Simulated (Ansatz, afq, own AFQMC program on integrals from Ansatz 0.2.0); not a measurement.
# HBrF (doublet): AFQMC on the coupled-cluster ladder at distance Br1–H2 along a hydrogen transfer = 1.421 Å, cc-pVTZ

Aim: compute HBrF (doublet) with auxiliary-field quantum Monte Carlo on the same integrals as coupled cluster, and set the energies side by side.

Computed with Ansatz 0.2.0, Gaussian basis, and an in-house AFQMC program (afq) on its integrals; all values are calculated. Level: cc-pVTZ, frozen cores.

The runs, in order: CCSD(T) on UHF; PBE (unrestricted); CCSDT(Q) on UHF; r2SCAN (unrestricted); CCSD(T) on UHF; PBE0 (unrestricted); CCSD(T) on UHF; B3LYP (unrestricted); wB97M-V (unrestricted); B2PLYP (unrestricted); Phaseless AFQMC, CISD trial on UHF; Phaseless AFQMC, single-determinant trial on UHF.

## 1. The geometry

The geometry derives from fragments relaxed apart (PBE0/def2-TZVP) and kept rigid, so it is no stationary point. A hydrogen atom is moved between rigid fragments. No spin-orbit coupling is included. The filled d shell of Br may be among the frozen orbitals whatever the setting's name suggests; the logs give the count.

3 atoms, charge 0, spin multiplicity 2.

Atoms are counted from 1 here; the program's logs count them from 0.

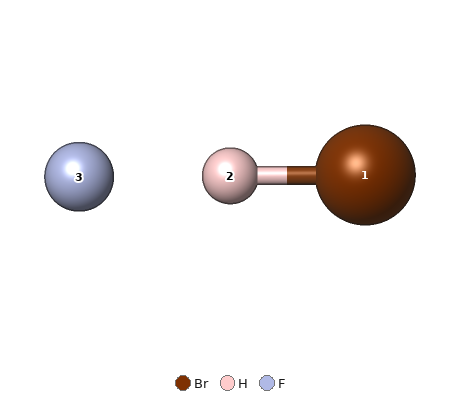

The geometry (bromine brown, hydrogen pink, fluorine light blue); atoms are numbered from 1 in the order of the file.

As a file:

```
Br    0.0000    0.0000   -1.4779
H     0.0000    0.0000   -0.0573
F     0.0000    0.0000    1.5351
```

## 2. CCSD(T) on UHF

File in.yaml:

```yaml
crystal:
  periodic: [false, false, false]
  atoms:
    - {symbol: Br, position_ang: [0.000000, 0.000000, -1.477867]}
    - {symbol: H, position_ang: [0.000000, 0.000000, -0.057267]}
    - {symbol: F, position_ang: [0.000000, 0.000000, 1.535133]}
basis:
  gaussian: {orbitals: cc-pVTZ}
magnetization: {spin_polarized: true, initial_magnetization: 1}
correlation: {method: ccsd_t, electrons: outside_noble_gas, hamiltonian_folder: ham}
```

The run is started by

```bash
$ ansatz run in.yaml --threads 1 --pin off --events-out ev --progress --plain --max-ram 16896MiB --backend cuda --devices 0, --max-vram 18GiB
```

The program printed, cut to the lines that bear on the results:

```text
Functional definition: HF
  name "HF"
  cite "Fock, Z. Phys. 61, 126 (1930) doi:10.1007/BF01340294"
  parent pbe
[...]
542 factors; integrals over basis functions are off by at most 1.3e-3 eV
[...]
mean field -72720.77452129 eV, -2672.4391717461 hartree, gradient 6.2e-6 eV, S^2 0.753781; 13 other end points of the search recorded, 0 dependent functions left out
determinant -72720.77452129 eV, -2672.4391717461 hartree, with singles and doubles -72731.86497662 eV, -2672.8467384619 hartree
determinant -72720.76669287 eV, -2672.4388840568 hartree, with singles and doubles -72731.96089742 eV, -2672.8502634866 hartree
determinant -72718.24386738 eV, -2672.3461719303 hartree, with singles and doubles -72730.29720145 eV, -2672.7891237873 hartree
determinant -72718.06350501 eV, -2672.3395437355 hartree, with singles and doubles -72730.64149322 eV, -2672.8017762766 hartree
determinant -72720.77452129 eV, -2672.4391717461 hartree, with singles and doubles -72731.87232705 eV, -2672.8470085854 hartree
determinant -72720.76669287 eV, -2672.4388840568 hartree, with singles and doubles -72731.97341518 eV, -2672.8507235057 hartree
15 core orbitals not correlated: weight in the atoms' cores, before any rotation towards them, 1.000 or more for the frozen orbitals, at most 0.000 for the correlated occupied ones
reference -72720.76669287 eV, -2672.4388840568 hartree; 8, 7 occupied and 64, 65 virtual orbitals, 542 factors
second order -10.36043046 eV of doubles, -0.00000000 eV of singles
cycle   1  -11.20672335 eV  change   -1.0e-6 eV  update   1.2e-6
perturbative correction -0.30408814 eV, -0.0111750330 hartree
Total energy: -72732.27750436 eV, -2672.8618985769 hartree
```

It took 7 s on 1 × NVIDIA H100 80GB HBM3 with 1 thread of AMD EPYC 7R13 (Zen 3), shared host; peak host memory 0.84 GiB.

From the report: ⟨S²⟩ of the determinant 0.760 (pure doublet: 0.75); correlation -11.5108 eV; T1 0.016; largest double amplitude 0.04.

This run also writes the integrals to the folder ham.

## 3. PBE (unrestricted)

in.yaml, as its differences from that of step 2:

```diff
@@ -9,2 +9,3 @@
 magnetization: {spin_polarized: true, initial_magnetization: 1}
-correlation: {method: ccsd_t, electrons: outside_noble_gas, hamiltonian_folder: ham}
+hamiltonian: {xc: {name: PBE}}
+output: {orbitals: {seedname: orbitals}}
```

The run is started by

```bash
$ ansatz run in.yaml --threads 1 --pin off --events-out ev --progress --plain --max-ram 5632MiB --backend cpu
```

The program printed, cut to the lines that bear on the results:

```text
Functional definition: PBE
  name "PBE"
  cite "Perdew, Burke & Ernzerhof, Phys. Rev. Lett. 77, 3865 (1996) doi:10.1103/PhysRevLett.77.3865"
  parent pbe
[...]
580 factors; their error is unknown
[...]
mean field -72765.93244023 eV, -2674.0986946581 hartree, gradient 1.2e-5 eV, S^2 0.751573; 12 other end points of the search recorded, 0 dependent functions left out
reference -72765.93246167 eV, -2674.0986954460 hartree; 23, 22 occupied and 64, 65 virtual orbitals, 580 factors
Total energy: -72765.93246167 eV, -2674.0986954460 hartree
```

Wall time 9 s (1 thread of AMD EPYC 7R13 (Zen 3), shared host); peak memory 0.73 GiB.

From the report: ⟨S²⟩ of the determinant 0.752 (pure doublet: 0.75).

## 4. CCSDT(Q) on UHF

in.yaml, as its differences from that of step 3:

```diff
@@ -9,3 +9,2 @@
 magnetization: {spin_polarized: true, initial_magnetization: 1}
-hamiltonian: {xc: {name: PBE}}
-output: {orbitals: {seedname: orbitals}}
+correlation: {method: ccsdt_q, electrons: outside_noble_gas}
```

The run is started by

```bash
$ ansatz run in.yaml --threads 1 --pin off --events-out ev --progress --plain --max-ram 16896MiB --backend cuda --devices 0, --max-vram 18GiB
```

The program printed, cut to the lines that bear on the results:

```text
Functional definition: HF
  name "HF"
  cite "Fock, Z. Phys. 61, 126 (1930) doi:10.1007/BF01340294"
  parent pbe
[...]
977 factors; integrals over basis functions are off by at most 2.1e-7 eV
[...]
mean field -72720.77455290 eV, -2672.4391729079 hartree, gradient 7.8e-6 eV, S^2 0.753781; 13 other end points of the search recorded, 0 dependent functions left out
determinant -72720.77455290 eV, -2672.4391729079 hartree, with singles and doubles -72731.86504869 eV, -2672.8467411106 hartree
determinant -72720.76673332 eV, -2672.4388855433 hartree, with singles and doubles -72731.96097904 eV, -2672.8502664860 hartree
determinant -72718.24390025 eV, -2672.3461731383 hartree, with singles and doubles -72730.29727417 eV, -2672.7891264598 hartree
determinant -72718.06353886 eV, -2672.3395449793 hartree, with singles and doubles -72730.64156572 eV, -2672.8017789407 hartree
determinant -72720.77455290 eV, -2672.4391729079 hartree, with singles and doubles -72731.87236910 eV, -2672.8470101306 hartree
determinant -72720.76673332 eV, -2672.4388855433 hartree, with singles and doubles -72731.97346782 eV, -2672.8507254400 hartree
[...]
15 core orbitals not correlated: weight in the atoms' cores, before any rotation towards them, 1.000 or more for the frozen orbitals, at most 0.000 for the correlated occupied ones
reference -72720.76673332 eV, -2672.4388855433 hartree; 8, 7 occupied and 64, 65 virtual orbitals, 977 factors
second order -10.36048100 eV of doubles, -0.00000000 eV of singles
cycle   1  -10.94519340 eV  change   -5.8e-1 eV  update   6.9e-2
[...]
cycle  17  -11.53358543 eV  change    3.3e-7 eV  update   7.0e-7
perturbative correction -0.01076955 eV, -0.0003957736 hartree
Total energy: -72732.31108829 eV, -2672.8631327636 hartree
```

Wall time 25 s (1 × NVIDIA H100 80GB HBM3 with 1 thread of AMD EPYC 7R13 (Zen 3), shared host); peak host memory 1.4 GiB.

From the report: ⟨S²⟩ of the determinant 0.760 (pure doublet: 0.75); correlation -11.5444 eV; T1 0.018; largest double amplitude 0.05.

## 5. r2SCAN (unrestricted)

in.yaml, as its differences from that of step 4:

```diff
@@ -9,2 +9,2 @@
 magnetization: {spin_polarized: true, initial_magnetization: 1}
-correlation: {method: ccsdt_q, electrons: outside_noble_gas}
+hamiltonian: {xc: {name: r2SCAN}}
```

The run is started by

```bash
$ ansatz run in.yaml --threads 1 --pin off --events-out ev --progress --plain --max-ram 5632MiB --backend cpu
```

The program printed, cut to the lines that bear on the results:

```text
Functional definition: r2SCAN
  name "r2SCAN"
  cite "Furness, Kaplan, Ning, Perdew & Sun, J. Phys. Chem. Lett. 11, 8208 (2020) doi:10.1021/acs.jpclett.0c02405"
  cite "Furness, Kaplan, Ning, Perdew & Sun, J. Phys. Chem. Lett. 11, 9248 (2020) doi:10.1021/acs.jpclett.0c03077"
  parent r2scan
[...]
580 factors; their error is unknown
[...]
mean field -72777.32115783 eV, -2674.5172223101 hartree, gradient 7.4e-6 eV, S^2 0.752817; 12 other end points of the search recorded, 0 dependent functions left out
reference -72777.32116450 eV, -2674.5172225552 hartree; 23, 22 occupied and 64, 65 virtual orbitals, 580 factors
Total energy: -72777.32116450 eV, -2674.5172225552 hartree
```

Wall time 26 s (1 thread of AMD EPYC 7R13 (Zen 3), shared host); peak memory 0.73 GiB.

From the report: ⟨S²⟩ of the determinant 0.753 (pure doublet: 0.75).

## 6. CCSD(T) on UHF

in.yaml, as its differences from that of step 5:

```diff
@@ -7,4 +7,4 @@
 basis:
-  gaussian: {orbitals: cc-pVTZ}
+  gaussian: {orbitals: def2-TZVPP}
 magnetization: {spin_polarized: true, initial_magnetization: 1}
-hamiltonian: {xc: {name: r2SCAN}}
+correlation: {method: ccsd_t, electrons: outside_noble_gas}
```

The run is started by

```bash
$ ansatz run in.yaml --threads 1 --pin off --events-out ev --progress --plain --max-ram 16896MiB --backend cuda --devices 0, --max-vram 18GiB
```

The program printed, cut to the lines that bear on the results:

```text
Functional definition: HF
  name "HF"
  cite "Fock, Z. Phys. 61, 126 (1930) doi:10.1007/BF01340294"
  parent pbe
[...]
609 factors; integrals over basis functions are off by at most 1.4e-3 eV
[...]
mean field -72719.66623437 eV, -2672.3984429528 hartree, gradient 5.2e-6 eV, S^2 0.753923; 11 other end points of the search recorded, 0 dependent functions left out
determinant -72719.66623437 eV, -2672.3984429528 hartree, with singles and doubles -72730.74691230 eV, -2672.8056503562 hartree
determinant -72719.66306186 eV, -2672.3983263653 hartree, with singles and doubles -72730.85610608 eV, -2672.8096631534 hartree
determinant -72717.26706698 eV, -2672.3102751776 hartree, with singles and doubles -72729.34282750 eV, -2672.7540511914 hartree
determinant -72717.06458071 eV, -2672.3028339445 hartree, with singles and doubles -72729.64654362 eV, -2672.7652125531 hartree
determinant -72719.66623437 eV, -2672.3984429528 hartree, with singles and doubles -72730.74976550 eV, -2672.8057552091 hartree
determinant -72719.66306186 eV, -2672.3983263653 hartree, with singles and doubles -72730.86237952 eV, -2672.8098936984 hartree
15 core orbitals not correlated: weight in the atoms' cores, before any rotation towards them, 1.000 or more for the frozen orbitals, at most 0.000 for the correlated occupied ones
reference -72719.66306186 eV, -2672.3983263653 hartree; 8, 7 occupied and 70, 71 virtual orbitals, 609 factors
second order -10.33585079 eV of doubles, -0.00000000 eV of singles
cycle   1  -11.19931830 eV  change   -6.3e-7 eV  update   1.5e-6
perturbative correction -0.30578393 eV, -0.0112373521 hartree
Total energy: -72731.16816409 eV, -2672.8211310737 hartree
```

It took 4 s on 1 × NVIDIA H100 80GB HBM3 with 1 thread of AMD EPYC 7R13 (Zen 3), shared host; peak host memory 0.84 GiB.

From the report: ⟨S²⟩ of the determinant 0.760 (pure doublet: 0.75); correlation -11.5051 eV; T1 0.017; largest double amplitude 0.04.

## 7. PBE0 (unrestricted)

in.yaml, as its differences from that of step 6:

```diff
@@ -7,4 +7,5 @@
 basis:
-  gaussian: {orbitals: def2-TZVPP}
+  gaussian: {orbitals: cc-pVTZ}
 magnetization: {spin_polarized: true, initial_magnetization: 1}
-correlation: {method: ccsd_t, electrons: outside_noble_gas}
+hamiltonian: {xc: {name: PBE0}}
+output: {orbitals: {seedname: orbitals}}
```

The run is started by

```bash
$ ansatz run in.yaml --threads 1 --pin off --events-out ev --progress --plain --max-ram 5632MiB --backend cpu
```

The program printed, cut to the lines that bear on the results:

```text
Functional definition: PBE0
  name "PBE0"
  cite "Adamo & Barone, J. Chem. Phys. 110, 6158 (1999) doi:10.1063/1.478522"
  cite "Perdew, Burke & Ernzerhof, Phys. Rev. Lett. 77, 3865 (1996) doi:10.1103/PhysRevLett.77.3865"
  parent pbe
[...]
619 factors; their error is unknown
[...]
mean field -72768.01292095 eV, -2674.1751509141 hartree, gradient 6.2e-6 eV, S^2 0.755859; 5 other end points of the search recorded, 0 dependent functions left out
reference -72768.01293720 eV, -2674.1751515114 hartree; 23, 22 occupied and 64, 65 virtual orbitals, 619 factors
Total energy: -72768.01293720 eV, -2674.1751515114 hartree
```

It took 11 s on 1 thread of AMD EPYC 7R13 (Zen 3), shared host; peak memory 0.73 GiB.

From the report: ⟨S²⟩ of the determinant 0.756 (pure doublet: 0.75).

## 8. CCSD(T) on UHF

in.yaml, as its differences from that of step 7:

```diff
@@ -7,5 +7,4 @@
 basis:
-  gaussian: {orbitals: cc-pVTZ}
+  gaussian: {orbitals: "def2-QZVPP.json"}
 magnetization: {spin_polarized: true, initial_magnetization: 1}
-hamiltonian: {xc: {name: PBE0}}
-output: {orbitals: {seedname: orbitals}}
+correlation: {method: ccsd_t, electrons: outside_noble_gas}
```

The run is started by

```bash
$ ansatz run in.yaml --threads 1 --pin off --events-out ev --progress --plain --max-ram 16896MiB --backend cuda --devices 0, --max-vram 18GiB
```

The program printed, cut to the lines that bear on the results:

```text
Functional definition: HF
  name "HF"
  cite "Fock, Z. Phys. 61, 126 (1930) doi:10.1007/BF01340294"
  parent pbe
[...]
1136 factors; integrals over basis functions are off by at most 9.8e-4 eV
[...]
mean field -72721.12794952 eV, -2672.4521599938 hartree, gradient 1.4e-6 eV, S^2 0.754215; 11 other end points of the search recorded, 0 dependent functions left out
determinant -72721.12794952 eV, -2672.4521599938 hartree, with singles and doubles -72733.34911747 eV, -2672.9012796323 hartree
determinant -72721.12612461 eV, -2672.4520929299 hartree, with singles and doubles -72733.45849211 eV, -2672.9052990763 hartree
determinant -72718.80863819 eV, -2672.3669268747 hartree, with singles and doubles -72732.07597753 eV, -2672.8544926023 hartree
determinant -72718.59286889 eV, -2672.3589974992 hartree, with singles and doubles -72732.35339767 eV, -2672.8646876047 hartree
determinant -72721.12794952 eV, -2672.4521599938 hartree, with singles and doubles -72733.24722293 eV, -2672.8975350772 hartree
determinant -72721.12612461 eV, -2672.4520929299 hartree, with singles and doubles -72733.36229704 eV, -2672.9017639724 hartree
15 core orbitals not correlated: weight in the atoms' cores, before any rotation towards them, 1.000 or more for the frozen orbitals, at most 0.000 for the correlated occupied ones
reference -72721.12612461 eV, -2672.4520929299 hartree; 8, 7 occupied and 153, 154 virtual orbitals, 1136 factors
second order -11.44653788 eV of doubles, -0.00000000 eV of singles
cycle   1  -12.23617562 eV  change   -3.2e-6 eV  update   2.7e-6
perturbative correction -0.37972365 eV, -0.0139545866 hartree
Total energy: -72733.74202388 eV, -2672.9157186767 hartree
```

It took 10 s on 1 × NVIDIA H100 80GB HBM3 with 1 thread of AMD EPYC 7R13 (Zen 3), shared host; peak host memory 1 GiB.

From the report: ⟨S²⟩ of the determinant 0.760 (pure doublet: 0.75); correlation -12.6159 eV; T1 0.018; largest double amplitude 0.04.

## 9. B3LYP (unrestricted)

in.yaml, as its differences from that of step 8:

```diff
@@ -7,4 +7,4 @@
 basis:
-  gaussian: {orbitals: "def2-QZVPP.json"}
+  gaussian: {orbitals: cc-pVTZ}
 magnetization: {spin_polarized: true, initial_magnetization: 1}
-correlation: {method: ccsd_t, electrons: outside_noble_gas}
+hamiltonian: {xc: {name: B3LYP}}
```

The run is started by

```bash
$ ansatz run in.yaml --threads 1 --pin off --events-out ev --progress --plain --max-ram 5632MiB --backend cpu
```

The program printed, cut to the lines that bear on the results:

```text
Functional definition: B3LYP
  name "B3LYP"
  cite "Stephens, Devlin, Chabalowski & Frisch, J. Phys. Chem. 98, 11623 (1994) doi:10.1021/j100096a001"
  cite "Becke, Phys. Rev. A 38, 3098 (1988) doi:10.1103/PhysRevA.38.3098"
  cite "Lee, Yang & Parr, Phys. Rev. B 37, 785 (1988) doi:10.1103/PhysRevB.37.785"
  cite "Vosko, Wilk & Nusair, Can. J. Phys. 58, 1200 (1980) doi:10.1139/p80-159"
[...]
610 factors; their error is unknown
[...]
mean field -72779.65291954 eV, -2674.6029129725 hartree, gradient 7.4e-6 eV, S^2 0.756391; 8 other end points of the search recorded, 0 dependent functions left out
reference -72779.65308035 eV, -2674.6029188822 hartree; 23, 22 occupied and 64, 65 virtual orbitals, 610 factors
Total energy: -72779.65308035 eV, -2674.6029188822 hartree
```

Wall time 12 s (1 thread of AMD EPYC 7R13 (Zen 3), shared host); peak memory 0.73 GiB.

From the report: ⟨S²⟩ of the determinant 0.756 (pure doublet: 0.75).

## 10. wB97M-V (unrestricted)

in.yaml, as its differences from that of step 9:

```diff
@@ -9,2 +9,3 @@
 magnetization: {spin_polarized: true, initial_magnetization: 1}
-hamiltonian: {xc: {name: B3LYP}}
+hamiltonian: {xc: {name: wB97M-V}}
+output: {orbitals: {seedname: orbitals}}
```

Same command.

The program printed, cut to the lines that bear on the results:

```text
Functional definition: wB97M-V
  name "wB97M-V"
  cite "Mardirossian & Head-Gordon, J. Chem. Phys. 144, 214110 (2016) doi:10.1063/1.4952647"
  cite "Becke, J. Chem. Phys. 107, 8554 (1997) doi:10.1063/1.475007"
  cite "Vydrov & Van Voorhis, J. Chem. Phys. 133, 244103 (2010) doi:10.1063/1.3521275"
  # Of w^i u^j: cxij and so on, Table III.
[...]
  gx(w, u) = 1 - cx + cx01*u + cx10*w
  gss(w, u) = css00 + css04*u^4 + css10*w + css20*w^2 + css43*w^4*u^3
  gos(w, u) = cos00 + cos10*w + (cos20 + cos21*u)*w^2 + (cos60 + cos61*u)*w^6
[...]
      + integral(e_c_pw_mod_opposite_spin*gos(b97_w_opposite, b97_u_opposite)) + vv10(b, c)
602 factors; their error is unknown
99 factors; integrals over basis functions are off by at most 4.6e-5 eV
[...]
mean field -72773.90125418 eV, -2674.3915431692 hartree, gradient 1.8e-6 eV, S^2 0.755473; 3 other end points of the search recorded, 0 dependent functions left out
reference -72773.90127882 eV, -2674.3915440746 hartree; 23, 22 occupied and 64, 65 virtual orbitals, 602 factors
Total energy: -72773.90127882 eV, -2674.3915440746 hartree
```

Run time: 27 s. Hardware: 1 thread of AMD EPYC 7R13 (Zen 3), shared host; peak memory 1.6 GiB.

From the report: ⟨S²⟩ of the determinant 0.755 (pure doublet: 0.75).

## 11. B2PLYP (unrestricted)

in.yaml, as its differences from that of step 10:

```diff
@@ -9,3 +9,3 @@
 magnetization: {spin_polarized: true, initial_magnetization: 1}
-hamiltonian: {xc: {name: wB97M-V}}
-output: {orbitals: {seedname: orbitals}}
+hamiltonian: {xc: {name: B2PLYP}}
+correlation: {electrons: outside_noble_gas}
```

Same command.

The program printed, cut to the lines that bear on the results:

```text
Functional definition: B2PLYP
  name "B2PLYP"
  cite "Grimme, J. Chem. Phys. 124, 034108 (2006) doi:10.1063/1.2148954"
  cite "Becke, Phys. Rev. A 38, 3098 (1988) doi:10.1103/PhysRevA.38.3098"
  cite "Lee, Yang & Parr, Phys. Rev. B 37, 785 (1988) doi:10.1103/PhysRevB.37.785"
[...]
542 factors; integrals over basis functions are off by at most 1.3e-3 eV
[...]
mean field -72762.48820973 eV, -2673.9721215216 hartree, gradient 2.7e-6 eV, S^2 0.757978; 7 other end points of the search recorded, 0 dependent functions left out
15 core orbitals not correlated: weight in the atoms' cores, before any rotation towards them, 1.000 or more for the frozen orbitals, at most 0.000 for the correlated occupied ones
reference -72762.48831099 eV, -2673.9721252427 hartree; 8, 7 occupied and 64, 65 virtual orbitals, 542 factors
second order -12.39318679 eV of doubles, -0.00000000 eV of singles
Total energy: -72765.83447142 eV, -2674.0950943706 hartree
```

It took 12 s on 1 thread of AMD EPYC 7R13 (Zen 3), shared host; peak memory 1.7 GiB.

From the report: ⟨S²⟩ of the determinant 0.758 (pure doublet: 0.75).

[end of part 1 of 2]
